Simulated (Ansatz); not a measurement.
System: CClF₂Sn (charge −1).

Input file:

```
crystal:
  periodic: [false, false, false]
  atoms:
    - {symbol: C, position_ang: [-0.466003, 0.824414, -2.207448]}
    - {symbol: Cl, position_ang: [-0.143821, 2.393313, -3.020320]}
    - {symbol: F, position_ang: [-0.570563, -1.449857, -0.133811]}
    - {symbol: F, position_ang: [-1.145906, 0.037657, -3.079124]}
    - {symbol: Sn, position_ang: [0.169917, 0.461357, -0.265740]}
basis:
  gaussian: {orbitals: def2-TZVPD}
output: {forces: true, orbitals: {seedname: orbitals}}
hamiltonian: {xc: {name: PBE0}}
total_charge: -1
```

Run with:

```sh
ansatz run input.yaml --threads 2 --pin off --max-ram 4350MiB --events-out events.jsonl --progress --plain --runs-dir runs
```

Geometry: PBE0-D3(BJ)/def2-SVPD; core potentials replace the inner electrons of Sn.

Theory: isolated molecule in a Gaussian basis; Kohn-Sham density functional theory, functional PBE0 (Ansatz).

Q: What will maps of the electron density and electron localisation function show?

A: C–F (1.36 Å): ρ is about 2.2 e/Å³ halfway, with its minimum of 1.7 e/Å³ about 0.5 Å from C; the ELF peaks at about 0.85 between the atoms: a polar covalent bond.
C–Cl (1.80 Å): the density is about 1.3 e/Å³ at the midpoint; the ELF peaks at about 0.85 between the atoms; localised, covalent bonding.
Sn–F (2.05 Å): ρ at the midpoint is about 0.61 e/Å³; the ELF peaks at about 0.85 in the valence shell of F, 0.6 Å from its nucleus, and drops to about 0.15 between the two atoms.
C–Sn (2.08 Å): ρ is about 0.73 e/Å³ halfway; the ELF peaks at about 0.90 in the valence shell of C, 0.7 Å from its nucleus, and drops to about 0.15 between the two atoms.

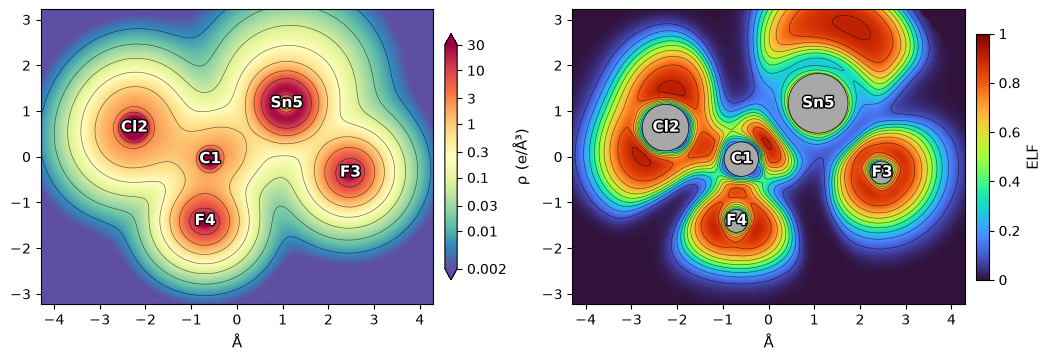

Computed electron density and electron localisation function on the molecular plane, in this order. Grey discs cover the atomic cores in the ELF map. 
